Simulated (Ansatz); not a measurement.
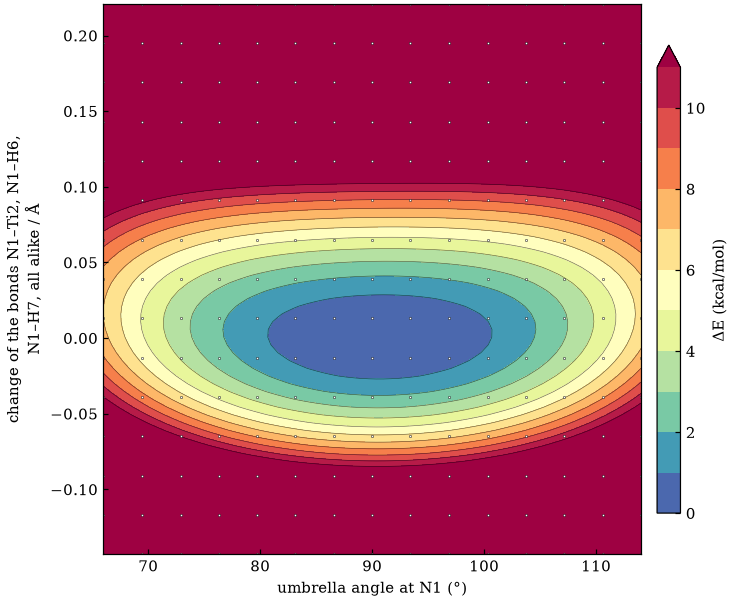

ClFH₃NOTi, SMILES [NH2][Ti]([OH])([F])[Cl]. 
- Coordinates scanned: (1) umbrella angle at N1 (between each of its bonds and their common axis; 90 is planar); (2) change of the bonds N1–Ti2, N1–H6, N1–H7, all alike.
- Nothing is relaxed (all other coordinates rigid).
- The scan uses a 15 × 15 grid.
- Points are written as (first, second).
- All energies are given in kcal/mol relative to the relaxed molecule at the same level.
- Computed with RKS SPW92 (LDA)/def2-SVP in Ansatz.

Drawn: filled contours, dots at the grid points, one colour for all values above the top of the scale. Between grid points the surface is interpolated.

**Estimate the position of the minimum and the force constants in these coordinates.**

The interpolated minimum is at the first coordinate ≈ 90.8°, the second coordinate ≈ 0.000 Å. The curvatures there are about 2.7 eV/rad² and 111 eV/Å², with a cross term of about 0 eV/(rad·Å). Round the minimum the two coordinates are nearly uncoupled. (1 eV is 23.1 kcal/mol.)
